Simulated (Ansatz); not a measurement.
# C₂H₃FS: one molecule under many settings

How do the results and run time of C₂H₃FS respond when the settings are drawn wide?

Computed with Ansatz 0.2.0, Gaussian basis. Level: the settings change from run to run.

## 1. The molecule

The geometry comes from an earlier relaxation with PBE0-D4 in a triple-zeta def2 set; it is a stationary point, not always the lowest conformer.

SMILES `C=C(F)S`, 7 atoms, charge 0, spin multiplicity 1.

Atoms are counted from 1 here; the program's logs count them from 0.

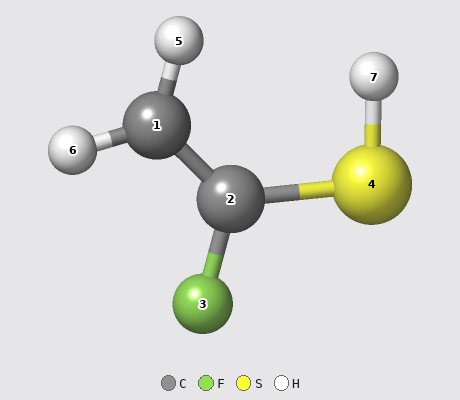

The structure; carbon grey, fluorine green, sulfur yellow, hydrogen white; atoms are numbered from 1 in the order of the file.

## 2. r2SCAN0/def2-mTZVP

Set apart from the defaults: coordinates scaled by 1.25, D4 dispersion.

Input file in.yaml:

```yaml
crystal:
  periodic: [false, false, false]
  atoms:
    - {symbol: C, position_ang: [-0.651107, 0.791558, 0.571296]}
    - {symbol: C, position_ang: [0.404411, -0.461709, 0.357217]}
    - {symbol: F, position_ang: [1.099399, -1.228758, 1.669252]}
    - {symbol: S, position_ang: [1.135899, -1.397887, -1.484531]}
    - {symbol: H, position_ang: [-1.216548, 1.416335, -0.482398]}
    - {symbol: H, position_ang: [-0.955244, 1.199893, 1.823729]}
    - {symbol: H, position_ang: [0.259816, -0.404308, -2.511565]}
basis:
  gaussian: {orbitals: def2-mTZVP}
hamiltonian: {xc: {name: r2SCAN0}, dispersion: d4}
output: {forces: true}
```

The run is started by

```sh
$ ansatz run in.yaml --threads 2 --pin off --events-out ev --progress --plain --max-ram 4352MiB
```

Standard output, shortened:

```text
Functional definition: r2SCAN0
  name "r2SCAN0"
  cite "Bursch, Neugebauer, Ehlert & Grimme, J. Chem. Phys. 156, 134105 (2022) doi:10.1063/5.0086040"
  cite "Furness, Kaplan, Ning, Perdew & Sun, J. Phys. Chem. Lett. 11, 8208 (2020) doi:10.1021/acs.jpclett.0c02405"
  cite "Furness, Kaplan, Ning, Perdew & Sun, J. Phys. Chem. Lett. 11, 9248 (2020) doi:10.1021/acs.jpclett.0c03077"
  parent r2scan
[...]
799 factors; integrals over basis functions are off by at most 1.2e-3 eV
[...]
mean field -15664.47618981 eV, -575.6588822122 hartree, gradient 6.6e-6 eV, S^2 0.000000; 0 other end points of the search recorded, 0 dependent functions left out
[...]
reference -15664.47619775 eV, -575.6588825042 hartree; 20, 20 occupied and 68, 68 virtual orbitals, 799 factors
Total energy: -15664.50872848 eV, -575.6600779861 hartree
Atom 0 at    -0.651107     0.791558     0.571296 Å, force     2.523953    -2.979272    -0.049452 eV/Å
Atom 1 at     0.404411    -0.461709     0.357217 Å, force    -2.277301     2.757461     1.791200 eV/Å
Atom 2 at     1.099399    -1.228758     1.669252 Å, force    -2.490733     2.753152    -4.593177 eV/Å
Atom 3 at     1.135899    -1.397887    -1.484531 Å, force    -3.250486     3.880058     1.085378 eV/Å
Atom 4 at    -1.216548     1.416335    -0.482398 Å, force     2.233553    -2.488720     3.646934 eV/Å
Atom 5 at    -0.955244     1.199893     1.823729 Å, force     1.251921    -1.653707    -4.478451 eV/Å
Atom 6 at     0.259816    -0.404308    -2.511565 Å, force     2.009092    -2.268971     2.597568 eV/Å
Dipole moment:    -0.401220     0.453359    -0.497729 e Å
```

Wall time 2.2 s (2 threads of Arm Neoverse V2, shared host).

Largest force 5.906 eV/Å, dipole 3.76 D.

## 3. BHLYP/def2-TZVPP

Options: atoms shaken by 0.03 Å, D4 dispersion, the search for lower states set to full.

Input file in.yaml:

```yaml
crystal:
  periodic: [false, false, false]
  atoms:
    - {symbol: C, position_ang: [-0.529242, 0.659722, 0.435023]}
    - {symbol: C, position_ang: [0.302146, -0.352978, 0.278843]}
    - {symbol: F, position_ang: [0.888087, -0.968556, 1.298544]}
    - {symbol: S, position_ang: [0.902935, -1.112461, -1.190672]}
    - {symbol: H, position_ang: [-0.981799, 1.122048, -0.426493]}
    - {symbol: H, position_ang: [-0.775371, 0.933911, 1.463648]}
    - {symbol: H, position_ang: [0.218394, -0.345529, -1.990853]}
basis:
  gaussian: {orbitals: def2-TZVPP}
hamiltonian: {xc: {name: BHLYP}, dispersion: d4}
scf: {lower_state_search: full}
output: {forces: true}
```

Same command.

Standard output, shortened:

```text
Functional definition: BHLYP
  name "BHLYP"
  cite "Becke, J. Chem. Phys. 98, 1372 (1993) doi:10.1063/1.464304"
  cite "Becke, Phys. Rev. A 38, 3098 (1988) doi:10.1103/PhysRevA.38.3098"
  cite "Lee, Yang & Parr, Phys. Rev. B 37, 785 (1988) doi:10.1103/PhysRevB.37.785"
[...]
1129 factors; their error is unknown
[...]
mean field -15674.10869491 eV, -576.0128702456 hartree, gradient 2.7e-5 eV, S^2 0.000000; 0 other end points of the search recorded, 0 dependent functions left out
[...]
reference -15674.10884038 eV, -576.0128755914 hartree; 20, 20 occupied and 157, 157 virtual orbitals, 1129 factors
Total energy: -15674.25715844 eV, -576.0183261797 hartree
Atom 0 at    -0.529242     0.659722     0.435023 Å, force     0.175736    -0.623412     0.624977 eV/Å
Atom 1 at     0.302146    -0.352978     0.278843 Å, force     0.162365     0.151291    -0.482280 eV/Å
Atom 2 at     0.888087    -0.968556     1.298544 Å, force    -0.229491     0.153240     0.313607 eV/Å
Atom 3 at     0.902935    -1.112461    -1.190672 Å, force     0.202832    -0.241494     0.531258 eV/Å
Atom 4 at    -0.981799     1.122048    -0.426493 Å, force     0.048094     0.019291     0.391691 eV/Å
Atom 5 at    -0.775371     0.933911     1.463648 Å, force     0.026995     0.125708    -0.779664 eV/Å
Atom 6 at     0.218394    -0.345529    -1.990853 Å, force    -0.386532     0.415376    -0.599588 eV/Å
Dipole moment:    -0.217931     0.226572    -0.245241 e Å
```

Wall time 2.9 s (2 threads of Arm Neoverse V2, shared host).

Largest force 0.900 eV/Å, dipole 1.92 D.

## 4. PBE-QIDH/x2c-TZVPPall

Options: charge +1, multiplicity 2, coordinates scaled by 1.05.

Input file in.yaml:

```yaml
crystal:
  periodic: [false, false, false]
  atoms:
    - {symbol: C, position_ang: [-0.546930, 0.664909, 0.479889]}
    - {symbol: C, position_ang: [0.339705, -0.387836, 0.300062]}
    - {symbol: F, position_ang: [0.923495, -1.032157, 1.402172]}
    - {symbol: S, position_ang: [0.954155, -1.174225, -1.247006]}
    - {symbol: H, position_ang: [-1.021900, 1.189721, -0.405214]}
    - {symbol: H, position_ang: [-0.802405, 1.007910, 1.531932]}
    - {symbol: H, position_ang: [0.218246, -0.339618, -2.109714]}
basis:
  gaussian: {orbitals: x2c-TZVPPall}
total_charge: 1
magnetization: {spin_polarized: true, initial_magnetization: 1}
hamiltonian: {xc: {name: PBE-QIDH}}
```

The command is unchanged.

Standard output, shortened:

```text
Functional definition: PBE-QIDH
  name "PBE-QIDH"
  cite "Brémond, Sancho-García, Pérez-Jiménez & Adamo, J. Chem. Phys. 141, 031101 (2014) doi:10.1063/1.4890314"
  cite "Perdew, Burke & Ernzerhof, Phys. Rev. Lett. 77, 3865 (1996) doi:10.1103/PhysRevLett.77.3865"
[...]
1085 factors; integrals over basis functions are off by at most 1.1e-3 eV
[...]
mean field -15680.08475905 eV, -576.2324865520 hartree, gradient 5.0e-6 eV, S^2 0.812887; 2 other end points of the search recorded, 0 dependent functions left out
8 core orbitals not correlated: weight in the atoms' cores, before any rotation towards them, 1.000 or more for the frozen orbitals, at most 0.000 for the correlated occupied ones
reference -15680.08476898 eV, -576.2324869169 hartree; 12, 11 occupied and 157, 158 virtual orbitals, 1085 factors
second order -22.03850214 eV of doubles, -0.00000000 eV of singles
Total energy: -15687.43093636 eV, -576.5024535887 hartree
Relativity: scalar
```

Wall time 8.5 s (2 threads of Arm Neoverse V2, shared host).

⟨S²⟩ 0.813.

## 5. PBE0/def2-TZVP

This run has atoms shaken by 0.03 Å.

Input file in.yaml:

```yaml
crystal:
  periodic: [false, false, false]
  atoms:
    - {symbol: C, position_ang: [-0.508786, 0.623757, 0.511893]}
    - {symbol: C, position_ang: [0.331125, -0.360175, 0.249878]}
    - {symbol: F, position_ang: [0.822871, -0.982239, 1.302769]}
    - {symbol: S, position_ang: [0.864460, -1.125006, -1.221688]}
    - {symbol: H, position_ang: [-1.024414, 1.147451, -0.388785]}
    - {symbol: H, position_ang: [-0.749715, 0.951326, 1.428207]}
    - {symbol: H, position_ang: [0.216217, -0.348515, -2.054363]}
basis:
  gaussian: {orbitals: def2-TZVP}
hamiltonian: {xc: {name: PBE0}}
output: {forces: true}
```

Launched as before.

Standard output, shortened:

```text
Functional definition: PBE0
  name "PBE0"
  cite "Adamo & Barone, J. Chem. Phys. 110, 6158 (1999) doi:10.1063/1.478522"
  cite "Perdew, Burke & Ernzerhof, Phys. Rev. Lett. 77, 3865 (1996) doi:10.1103/PhysRevLett.77.3865"
  parent pbe
[...]
919 factors; their error is unknown
[...]
mean field -15667.27310562 eV, -575.7616669724 hartree, gradient 1.6e-5 eV, S^2 0.000000; 0 other end points of the search recorded, 0 dependent functions left out
[...]
reference -15667.27312885 eV, -575.7616678260 hartree; 20, 20 occupied and 128, 128 virtual orbitals, 919 factors
Total energy: -15667.27312885 eV, -575.7616678260 hartree
Atom 0 at    -0.508786     0.623757     0.511893 Å, force    -0.612227     0.489562    -6.080913 eV/Å
Atom 1 at     0.331125    -0.360175     0.249878 Å, force    -0.881719     0.432702     0.458197 eV/Å
Atom 2 at     0.822871    -0.982239     1.302769 Å, force     0.994900    -0.885979     0.575598 eV/Å
Atom 3 at     0.864460    -1.125006    -1.221688 Å, force     0.613747    -0.644961     0.413348 eV/Å
Atom 4 at    -1.024414     1.147451    -0.388785 Å, force     1.025799    -0.899345     1.777817 eV/Å
Atom 5 at    -0.749715     0.951326     1.428207 Å, force    -0.653240     0.891934     3.303568 eV/Å
Atom 6 at     0.216217    -0.348515    -2.054363 Å, force    -0.487260     0.616087    -0.447614 eV/Å
Dipole moment:    -0.176416     0.197370    -0.265351 e Å
```

Wall time 2.3 s (2 threads of Arm Neoverse V2, shared host).

Largest force 6.131 eV/Å, dipole 1.80 D.

## 6. SVWN5/def2-SVP

This run has atoms shaken by 0.15 Å.

Input file in.yaml:

```yaml
crystal:
  periodic: [false, false, false]
  atoms:
    - {symbol: C, position_ang: [-0.525707, 0.782027, 0.610314]}
    - {symbol: C, position_ang: [0.483149, -0.253056, 0.390308]}
    - {symbol: F, position_ang: [1.067533, -1.077102, 1.237094]}
    - {symbol: S, position_ang: [0.954746, -0.905285, -1.220645]}
    - {symbol: H, position_ang: [-0.806855, 0.976833, -0.462944]}
    - {symbol: H, position_ang: [-0.960703, 0.726882, 1.348179]}
    - {symbol: H, position_ang: [0.124117, -0.224033, -2.128884]}
basis:
  gaussian: {orbitals: def2-SVP}
hamiltonian: {xc: {name: SVWN5}}
output: {forces: true}
```

Launched as before.

Standard output, shortened:

```text
Functional definition: SVWN5
  name "SVWN5"
  cite "Dirac, Proc. Camb. Phil. Soc. 26, 376 (1930) doi:10.1017/S0305004100016108"
  cite "Slater, Phys. Rev. 81, 385 (1951) doi:10.1103/PhysRev.81.385"
  cite "Vosko, Wilk & Nusair, Can. J. Phys. 58, 1200 (1980) doi:10.1139/p80-159"
[...]
843 factors; their error is unknown
[...]
mean field -15590.39293162 eV, -572.9363726890 hartree, gradient 4.3e-5 eV, S^2 0.000000; 0 other end points of the search recorded, 0 dependent functions left out
[...]
reference -15590.39295207 eV, -572.9363734405 hartree; 20, 20 occupied and 55, 55 virtual orbitals, 843 factors
Total energy: -15590.39295207 eV, -572.9363734405 hartree
Atom 0 at    -0.525707     0.782027     0.610314 Å, force    12.685212    -3.802624   -16.703326 eV/Å
Atom 1 at     0.483149    -0.253056     0.390308 Å, force    -3.115265     2.111136    -0.876304 eV/Å
Atom 2 at     1.067533    -1.077102     1.237094 Å, force    -0.298614     0.754198     0.564598 eV/Å
Atom 3 at     0.954746    -0.905285    -1.220645 Å, force    -0.082520     0.578786    -0.142635 eV/Å
Atom 4 at    -0.806855     0.976833    -0.462944 Å, force    -0.560800     0.741147     1.307215 eV/Å
Atom 5 at    -0.960703     0.726882     1.348179 Å, force    -9.006921    -0.178737    14.905151 eV/Å
Atom 6 at     0.124117    -0.224033    -2.128884 Å, force     0.378908    -0.203907     0.945302 eV/Å
Dipole moment:    -0.210953     0.051862    -0.242708 e Å
```

It took 0.55 s on 2 threads of Arm Neoverse V2, shared host.

Largest force 21.316 eV/Å, dipole 1.56 D.

## 7. wB97/def2-mTZVPP

Options: atoms shaken by 0.03 Å, the search for lower states set to off.

Input file in.yaml:

```yaml
crystal:
  periodic: [false, false, false]
  atoms:
    - {symbol: C, position_ang: [-0.544027, 0.638153, 0.490785]}
    - {symbol: C, position_ang: [0.270269, -0.414824, 0.289896]}
    - {symbol: F, position_ang: [0.845661, -1.021050, 1.340176]}
    - {symbol: S, position_ang: [0.866643, -1.126080, -1.238470]}
    - {symbol: H, position_ang: [-0.927965, 1.195446, -0.380269]}
    - {symbol: H, position_ang: [-0.737398, 1.002150, 1.455189]}
    - {symbol: H, position_ang: [0.203311, -0.288643, -2.088228]}
basis:
  gaussian: {orbitals: def2-mTZVPP}
hamiltonian: {xc: {name: wB97}}
scf: {lower_state_search: off}
```

The command is unchanged.

Standard output, shortened:

```text
Functional definition: wB97
  name "wB97"
  cite "Chai & Head-Gordon, J. Chem. Phys. 128, 084106 (2008) doi:10.1063/1.2834918"
  cite "Becke, J. Chem. Phys. 107, 8554 (1997) doi:10.1063/1.475007"
[...]
  # The coefficients of nought are those of the uniform gas.
[...]
      + integral(e_c_pw_opposite_spin*poly(b97_u_opposite, 1, cos1, cos2, cos3, cos4))
[...]
942 factors; their error is unknown
305 factors; integrals over basis functions are off by at most 2.6e-5 eV
[...]
mean field -15675.07050844 eV, -576.0482162406 hartree, gradient 3.7e-6 eV, S^2 0.000000; 0 other end points of the search recorded, 0 dependent functions left out
reference -15675.07050098 eV, -576.0482159666 hartree; 20, 20 occupied and 84, 84 virtual orbitals, 942 factors
Total energy: -15675.07050098 eV, -576.0482159666 hartree
Checks for a lower state left out: stability, starts, cluster_reference, orbital_swaps, neighbouring_geometries, increment
```

It took 1.4 s on 2 threads of Arm Neoverse V2, shared host.

## 8. BCCD(T)/6-31++G**

Set apart from the defaults: coordinates scaled by 0.92, correlated electrons set to all.

Input file in.yaml:

```yaml
crystal:
  periodic: [false, false, false]
  atoms:
    - {symbol: C, position_ang: [-0.479215, 0.582587, 0.420474]}
    - {symbol: C, position_ang: [0.297646, -0.339818, 0.262912]}
    - {symbol: F, position_ang: [0.809158, -0.904366, 1.228570]}
    - {symbol: S, position_ang: [0.836021, -1.028845, -1.092615]}
    - {symbol: H, position_ang: [-0.895379, 1.042422, -0.355045]}
    - {symbol: H, position_ang: [-0.703060, 0.883121, 1.342264]}
    - {symbol: H, position_ang: [0.191225, -0.297570, -1.848512]}
basis:
  gaussian: {orbitals: "6-31++G**"}
hamiltonian: {xc: {name: HF}}
correlation: {method: bccd_t, electrons: all}
```

Launched as before.

Standard output, shortened:

```text
Functional definition: HF
  name "HF"
  cite "Fock, Z. Phys. 61, 126 (1930) doi:10.1007/BF01340294"
  parent pbe
[...]
847 factors; integrals over basis functions are off by at most 1.2e-3 eV
[...]
mean field -15628.68001051 eV, -574.3433968865 hartree, gradient 1.3e-6 eV, S^2 0.000000; 0 other end points of the search recorded, 0 dependent functions left out
reference -15628.68001051 eV, -574.3433968865 hartree; 20, 20 occupied and 78, 78 virtual orbitals, 847 factors
second order -15.96897550 eV of doubles, -0.00000000 eV of singles
cycle   1  -16.33188533 eV  change   -3.6e-1 eV  update   8.8e-2
[...]
cycle   8  -16.76691371 eV  change    4.6e-5 eV  update   3.8e-5
perturbative correction -0.53480296 eV, -0.0196536464 hartree
Total energy: -15645.98172718 eV, -574.9792232466 hartree
```

Run time: 14 s. Hardware: 2 threads of Arm Neoverse V2, shared host; peak memory 0.68 GiB.

## 9. r2SCAN/cc-pVDZ

This run has charge +1, multiplicity 2, atoms shaken by 0.03 Å, D4 dispersion.

Input file in.yaml:

```yaml
crystal:
  periodic: [false, false, false]
  atoms:
    - {symbol: C, position_ang: [-0.549297, 0.635336, 0.449130]}
    - {symbol: C, position_ang: [0.317465, -0.342984, 0.295316]}
    - {symbol: F, position_ang: [0.840514, -0.967741, 1.338773]}
    - {symbol: S, position_ang: [0.899744, -1.107497, -1.210719]}
    - {symbol: H, position_ang: [-0.984194, 1.117260, -0.400677]}
    - {symbol: H, position_ang: [-0.808124, 0.944263, 1.432407]}
    - {symbol: H, position_ang: [0.195460, -0.320845, -1.950637]}
basis:
  gaussian: {orbitals: cc-pVDZ}
total_charge: 1
magnetization: {spin_polarized: true, initial_magnetization: 1}
hamiltonian: {xc: {name: r2SCAN}, dispersion: d4}
```

The command is unchanged.

Standard output:

```text
Functional definition: r2SCAN
  name "r2SCAN"
  cite "Furness, Kaplan, Ning, Perdew & Sun, J. Phys. Chem. Lett. 11, 8208 (2020) doi:10.1021/acs.jpclett.0c02405"
  cite "Furness, Kaplan, Ning, Perdew & Sun, J. Phys. Chem. Lett. 11, 9248 (2020) doi:10.1021/acs.jpclett.0c03077"
  parent r2scan
  parameter k0 = 0.174
  parameter k1 = 0.065
  parameter a1 = 4.9479
  exchange = r2scan_x(k0 = k0, k1 = k1, a1 = a1)
  correlation = r2scan_c
921 factors; their error is unknown
mean field evaluation 1: about -15649.1190 eV, gradient 5.0e1 eV
mean field evaluation 2: about -15566.0865 eV, gradient 1.3e2 eV
mean field evaluation 4: about -15660.3636 eV, gradient 2.0e1 eV
mean field evaluation 8: about -15662.2441 eV, gradient 2.7e-1 eV
mean field evaluation 16: about -15662.2098 eV, gradient 1.5e-3 eV
mean field -15662.20983307 eV, -575.5755951383 hartree, gradient 3.5e-5 eV, S^2 0.764444; 0 other end points of the search recorded, 0 dependent functions left out
reference -15662.20984030 eV, -575.5755954039 hartree; 20, 19 occupied and 55, 56 virtual orbitals, 921 factors
Total energy: -15662.23476277 eV, -575.5765112879 hartree
```

It took 3 s on 2 threads of Arm Neoverse V2, shared host.

⟨S²⟩ 0.764.

## 10. SVWN5/aug-cc-pVDZ

Options: multiplicity 3, a grid of angular degree 23, high accuracy.

Input file in.yaml:

```yaml
crystal:
  periodic: [false, false, false]
  atoms:
    - {symbol: C, position_ang: [-0.520885, 0.633247, 0.457037]}
    - {symbol: C, position_ang: [0.323528, -0.369367, 0.285774]}
    - {symbol: F, position_ang: [0.879519, -0.983006, 1.335402]}
    - {symbol: S, position_ang: [0.908719, -1.118309, -1.187625]}
    - {symbol: H, position_ang: [-0.973238, 1.133068, -0.385918]}
    - {symbol: H, position_ang: [-0.764195, 0.959915, 1.458983]}
    - {symbol: H, position_ang: [0.207853, -0.323446, -2.009252]}
basis:
  gaussian: {orbitals: aug-cc-pVDZ, final_grid: {core_spheres: 8, valence_spheres: 7, degree: 23}}
magnetization: {spin_polarized: true, initial_magnetization: 2}
hamiltonian: {xc: {name: SVWN5}}
accuracy: high
output: {forces: true}
```

The command is unchanged.

Standard output, shortened:

```text
Functional definition: SVWN5
  name "SVWN5"
  cite "Dirac, Proc. Camb. Phil. Soc. 26, 376 (1930) doi:10.1017/S0305004100016108"
  cite "Slater, Phys. Rev. 81, 385 (1951) doi:10.1103/PhysRev.81.385"
  cite "Vosko, Wilk & Nusair, Can. J. Phys. 58, 1200 (1980) doi:10.1139/p80-159"
[...]
2442 factors; integrals over basis functions are off by at most 3.7e-9 eV
[...]
mean field -15596.40702679 eV, -573.1573866103 hartree, gradient 6.3e-8 eV, S^2 2.002944; 8 other end points of the search recorded, 0 dependent functions left out
[...]
reference -15596.40703214 eV, -573.1573868068 hartree; 21, 19 occupied and 102, 104 virtual orbitals, 2442 factors
Total energy: -15596.40703214 eV, -573.1573868068 hartree
Atom 0 at    -0.520885     0.633247     0.457037 Å, force    -4.548337     5.393509     0.814534 eV/Å
Atom 1 at     0.323528    -0.369367     0.285774 Å, force     5.417647    -6.484039    -2.264339 eV/Å
Atom 2 at     0.879519    -0.983006     1.335402 Å, force     0.165007    -0.148689     0.924543 eV/Å
Atom 3 at     0.908719    -1.118309    -1.187625 Å, force    -0.094911     0.138779     0.916231 eV/Å
Atom 4 at    -0.973238     1.133068    -0.385918 Å, force    -0.341024     0.389560    -0.396881 eV/Å
Atom 5 at    -0.764195     0.959915     1.458983 Å, force    -0.217770     0.274179     0.509460 eV/Å
Atom 6 at     0.207853    -0.323446    -2.009252 Å, force    -0.380612     0.436701    -0.503547 eV/Å
Dipole moment:    -0.095496     0.097696    -0.323856 e Å
```

Wall time 6.5 s (2 threads of Arm Neoverse V2, shared host); peak memory 0.41 GiB.

Largest force 8.748 eV/Å, dipole 1.69 D, ⟨S²⟩ 2.003.

## 11. The runs in one table

```
                level  charge  multiplicity  geometry  functions  energy (eV)    time
   r2SCAN0/def2-mTZVP       0             1    scaled         88   -15664.509   2.2 s
     BHLYP/def2-TZVPP       0             1    shaken        177   -15674.257   2.9 s
PBE-QIDH/x2c-TZVPPall       1             2    scaled        177   -15687.431   8.5 s
       PBE0/def2-TZVP       0             1    shaken        148   -15667.273   2.3 s
       SVWN5/def2-SVP       0             1    shaken         75   -15590.393  0.55 s
     wB97/def2-mTZVPP       0             1    shaken        104   -15675.071   1.4 s
    BCCD(T)/6-31++G**       0             1    scaled         98   -15645.982    14 s
       r2SCAN/cc-pVDZ       1             2    shaken         75   -15662.235     3 s
    SVWN5/aug-cc-pVDZ       0             3   relaxed        123   -15596.407   6.5 s
```

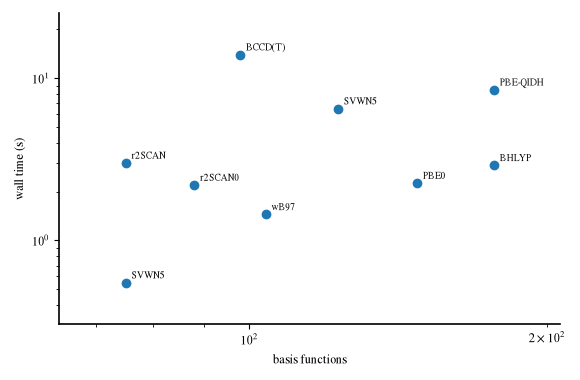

Wall time against the number of basis functions (shared host).

## 12. Outcome

| quantity | value |
| --- | --- |
| runs | 9 |
| quickest | SVWN5/def2-SVP, 0.55 s |
| slowest | BCCD(T)/6-31++G**, 14 s |

What this shows: The runs differ in state or geometry as well as level, so their energies can't be set against each other. BCCD(T)/6-31++G** took 25 times as long as SVWN5/def2-SVP. The jobs differ in tasks and options as well as level.
